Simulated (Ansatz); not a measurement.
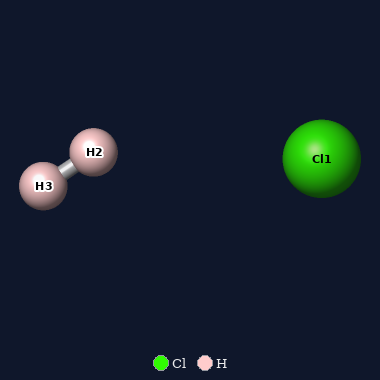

The system is Cl⁻ + H₂; the picture shows the reference structure. 
- The first coordinate is: distance Cl1–H2; the second: distance H2–H3.
- Nothing is relaxed (the angle Cl1–H2–H3 is fixed at 140 degrees).
- The scan uses a 17 × 17 grid.
- Points are written as (first, second).
- All energies are given in eV relative to the lowest grid point.
- The reference is spin-restricted, so regions where a bond is pulled apart into radicals lie too high.
- Method: RKS CAM-B3LYP-D4/aug-cc-pVTZ in Ansatz.

Its coordinates:

```xyz
3

Cl   -2.8960    0.0000    0.0000
H     0.0000    0.0000    0.0000
H     0.5768    0.4840    0.0000
```

Range: distance Cl1–H2 from 1.064 to 3.464 Å; distance H2–H3 from 0.592 to 2.992 Å.

**What landscape does the calculation give?**

The lowest grid point is at (2.896 Å, 0.753 Å). The highest grid point, (1.064 Å, 0.592 Å), lies 9.08 eV above the lowest.

| distance H2–H3 ↓, distance Cl1–H2 → | 1.129 | 1.336 | 1.593 | 1.883 | 2.200 | 2.539 | 2.896 | 3.271 |
| --- | --- | --- | --- | --- | --- | --- | --- | --- |
| 2.992 | 3.20 | 2.66 | 3.34 | 4.31 | 5.13 | 5.73 | 6.15 | 6.44 |
| 2.610 | 3.12 | 2.54 | 3.14 | 4.01 | 4.77 | 5.32 | 5.71 | 5.97 |
| 2.243 | 3.05 | 2.39 | 2.86 | 3.61 | 4.26 | 4.75 | 5.08 | 5.31 |
| 1.895 | 3.02 | 2.23 | 2.51 | 3.07 | 3.58 | 3.97 | 4.24 | 4.42 |
| 1.567 | 3.09 | 2.07 | 2.07 | 2.37 | 2.69 | 2.95 | 3.14 | 3.27 |
| 1.263 | 3.38 | 1.99 | 1.56 | 1.52 | 1.62 | 1.74 | 1.84 | 1.92 |
| 0.988 | 4.08 | 2.14 | 1.15 | 0.72 | 0.58 | 0.57 | 0.60 | 0.64 |
| 0.753 | 5.50 | 2.89 | 1.29 | 0.47 | 0.13 | 0.02 | 0.00 | 0.01 |
| 0.592 | 7.61 | 4.46 | 2.40 | 1.32 | 0.85 | 0.68 | 0.63 | 0.63 |

The table holds every second grid line.

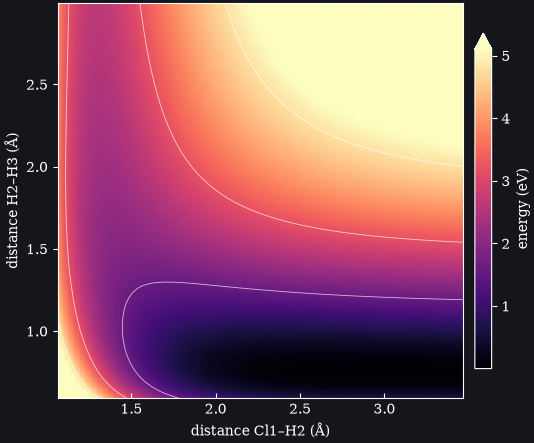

In the figure: a smooth colour map with a few white contour lines, one colour for all values above the top of the scale. Between grid points the surface is interpolated.

The whole map (289 points run) took 5.7 min on 1 thread of Arm Neoverse V2 (shared host).
